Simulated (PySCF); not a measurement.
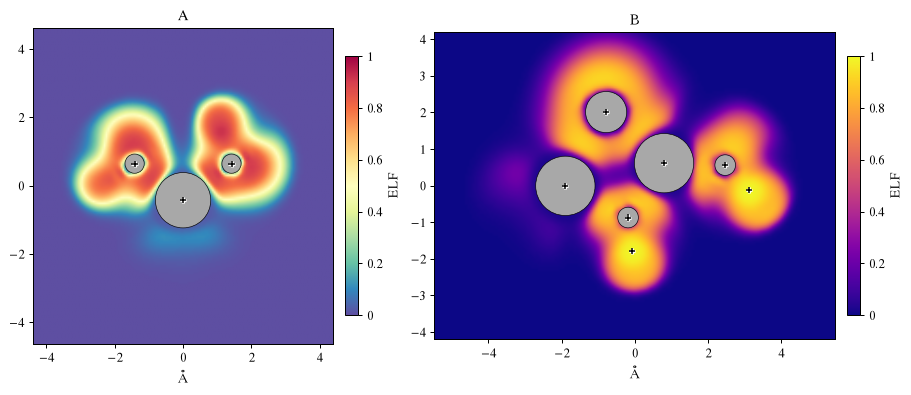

The ELF of 2 systems, each on a plane through atoms (crosses mark nuclei in the plane; grey discs cover the cores).

The calculation used PBE0/pcSseg-1 Al:pcSseg-2, SCF density, gas phase, non-relativistic in PySCF.

System 1: Al2H4O4S, the plane of atoms Al1, S4 and Al5. Geometry: PBE0-D3(BJ)/def2-SVP.

```csv
atom,x (Å),y (Å),z (Å)
Al,0.4196,-1.0941,0.0019
O,0.8361,-1.3889,1.6416
O,1.4108,-1.8142,-1.1968
S,-1.8018,-0.8880,-0.5732
Al,-1.2353,1.1128,-0.2153
O,-1.9097,2.6437,-0.1119
O,0.5138,0.8309,0.0420
H,1.1728,-2.2436,1.9146
H,1.0687,-2.0418,-2.0624
H,-1.5676,3.5257,0.0236
H,1.1905,1.2719,0.5668
```

System 2: AlH4O4 (SMILES [OH][Al-]([OH])([OH])[OH]) (charge −1), the plane of atoms O2, Al1 and O6. Geometry: PBE0-D3(BJ)/def2-SVP.

```
atom    x (Å)    y (Å)    z (Å)
  Al   0.0131  -0.0078   0.0001
   O  -0.0148   0.1284   1.7718
   H  -0.7892   0.6377   2.0239
   O   1.7290  -0.0762  -0.4598
   H   2.2453   0.3415   0.2343
   O  -0.9298   1.3700  -0.6097
   H  -1.3539   1.1072  -1.4304
   O  -0.7304  -1.4619  -0.7016
   H  -0.0366  -2.1084  -0.8543
```

> Match each panel to its system.

Panel A is system 2, AlH4O4: the plane holds Al and O. Al–O (1.78 Å): the ELF peaks at about 0.90 in the valence shell of O, 0.6 Å from its nucleus, and is about 0.55 at the midpoint. Panel B is system 1, Al2H4O4S: the plane holds Al, S, O and H. Al–O (1.68 Å): the ELF peaks at about 0.85 in the valence shell of O, 0.6 Å from its nucleus, and is about 0.45 at the midpoint.
